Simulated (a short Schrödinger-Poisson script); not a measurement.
Structure: MOS inversion layer, Si3N4 on p-type In0.53Ga0.47As, at 300 K.

| layer | material | thickness (nm) | Na (cm⁻³) |
|---|---|---|---|
| 1 | Si3N4 | 6.3 | - |
| 2 | In0.53Ga0.47As | 770 | 1.4e17 |

The device is made up for the run: typed textbook-type constants, with dimensions and the other settings drawn at random. Si3N4: permittivity 7.5, conduction-band edge (eV) 2.41, gap (eV) 5.1, electron mass (mₑ) 0.5. In0.53Ga0.47As: permittivity 13.9, conduction-band edge (eV) 0, gap (eV) 0.74, Nv at 300 K (cm⁻³) 7.7e18.

Channel valleys (confinement mass, in-plane density-of-states mass, number): Γ 0.041, 0.041, 1. At the gate the conduction-band edge of layer 1 lies 2.54 eV − eVg above the Fermi level of the channel; the field vanishes at the back. Gaps are held at their typed values at every temperature. Mesh 0.03 nm at interfaces.

From a short Schrödinger-Poisson script (our own, NumPy): 1D Poisson equation in equilibrium, electrons quantum, Hartree (BenDaniel-Duke, 12 states a valley, the channel's in-plane mass for all, wave functions free to enter the dielectric), parabolic valleys, classical holes, full ionisation, no traps, pinning or gate leakage.

Only gate voltages with over 1e8 electrons/cm² are shown.

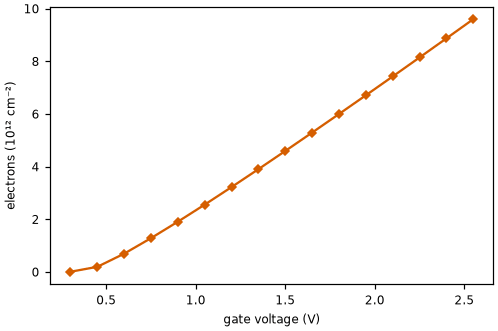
Figure: Sheet density against gate voltage

```csv
Vg (V),electrons (cm⁻²),C (μF/cm²),Γ E0 (meV),Γ E1 (meV)
0.3,5.89e9,0.156,112.1,210.0
0.45,1.93e11,0.478,16.3,122.2
0.6,6.93e11,0.631,-32.9,80.9
0.75,1.28e12,0.674,-69.9,52.1
0.9,1.91e12,0.698,-103.1,27.7
1.05,2.56e12,0.717,-133.8,6.8
1.2,3.22e12,0.731,-162.9,-11.4
1.35,3.90e12,0.742,-190.8,-27.9
1.5,4.59e12,0.750,-217.9,-43.2
1.65,5.29e12,0.757,-244.6,-57.8
1.8,6.00e12,0.763,-270.8,-71.9
1.95,6.71e12,0.768,-296.8,-85.7
2.1,7.43e12,0.773,-322.5,-99.1
2.25,8.15e12,0.777,-348.0,-112.2
2.4,8.87e12,0.781,-373.3,-125.1
2.55,9.60e12,0.785,-398.3,-137.8
```

Subbands count from the Fermi level.

Above a few 1e12 electrons/cm² a light Γ valley is non-parabolic and upper valleys begin to fill, which the model leaves out.
